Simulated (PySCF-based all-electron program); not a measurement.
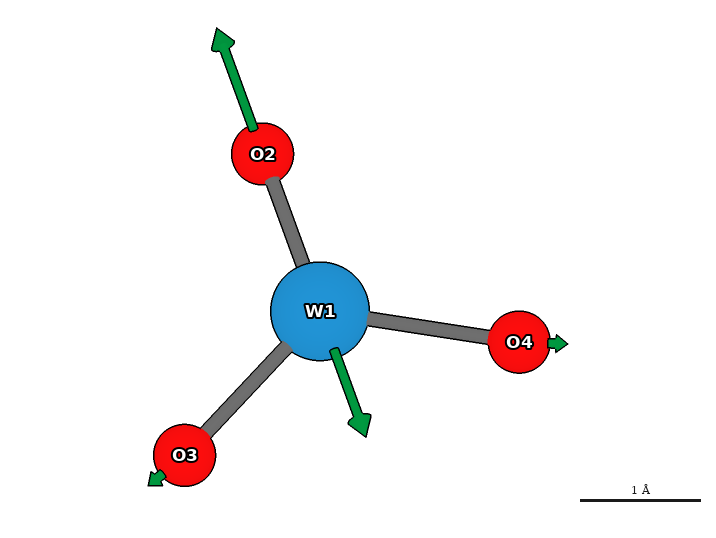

Arrows show the forces on the atoms, 0.06 Å of arrow for 1 eV/Å; forces under a tenth of the largest aren't drawn. The species is neutral and a spin singlet. Level of theory: PBE, all-electron, scalar-relativistic (Koelling-Harmon), large uncontracted Gaussian sets (PySCF-based all-electron program).

Question: On which atom is the force largest, and how large is it?

Answer: On O2: 16.73 eV/Å.

Question: Which bond do the forces act along most?

Answer: W1–O2, now 1.539 Å: the forces push its atoms apart, so a first step downhill lengthens it.

List the force components in the frame of the picture (x right, y up, z towards the viewer), in eV/Å.

```json
{"atom": "W1", "Fx": "4.50", "Fy": "−12.34", "Fz": "5.93"}
{"atom": "O2", "Fx": "−5.23", "Fy": "14.32", "Fz": "−6.89"}
{"atom": "O3", "Fx": "−2.23", "Fy": "−1.87", "Fz": "0.62"}
{"atom": "O4", "Fx": "2.95", "Fy": "−0.11", "Fz": "0.33"}
```
